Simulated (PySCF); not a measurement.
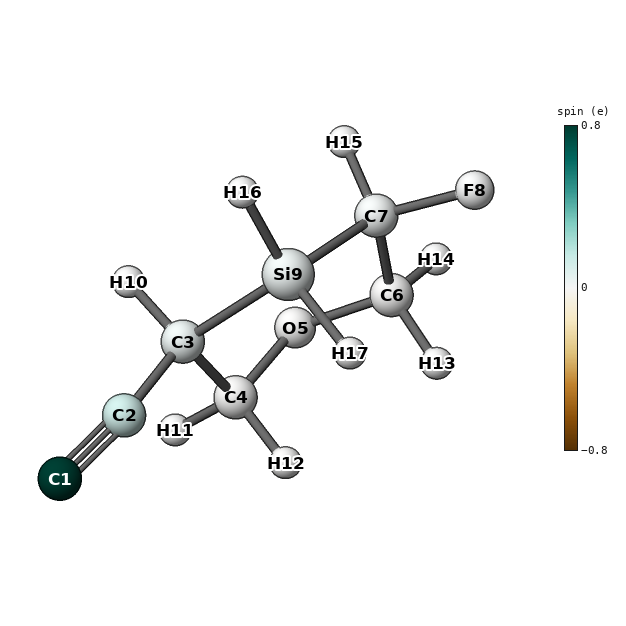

Atoms are coloured by their Mulliken spin populations. Charge 0, doublet. The computed structure is the end point of a GFN2-xTB optimisation. No frequency run is at hand to confirm it as a minimum. Properties computed with UKS B3LYP, pcH-1 on C F H O Si, non-relativistic (PySCF 2.14.0).

Give the Mulliken spin populations atom by atom.

```json
{"atom": "C1", "value (e)": "0.78"}
{"atom": "C2", "value (e)": "0.13"}
{"atom": "C3", "value (e)": "0.03"}
{"atom": "C4", "value (e)": "0.00"}
{"atom": "O5", "value (e)": "0.00"}
{"atom": "C6", "value (e)": "0.00"}
{"atom": "C7", "value (e)": "0.02"}
{"atom": "F8", "value (e)": "0.01"}
{"atom": "Si9", "value (e)": "0.03"}
{"atom": "H10", "value (e)": "0.00"}
{"atom": "H11", "value (e)": "0.00"}
{"atom": "H12", "value (e)": "0.00"}
{"atom": "H13", "value (e)": "0.00"}
{"atom": "H14", "value (e)": "0.00"}
{"atom": "H15", "value (e)": "0.00"}
{"atom": "H16", "value (e)": "0.00"}
{"atom": "H17", "value (e)": "0.00"}
```

Mulliken values depend strongly on the basis set. The geometry is semi-empirical. Around Si such bond lengths and angles can be off by a tenth of an ångström or more and by several degrees, and values that hang on the shape move with them.
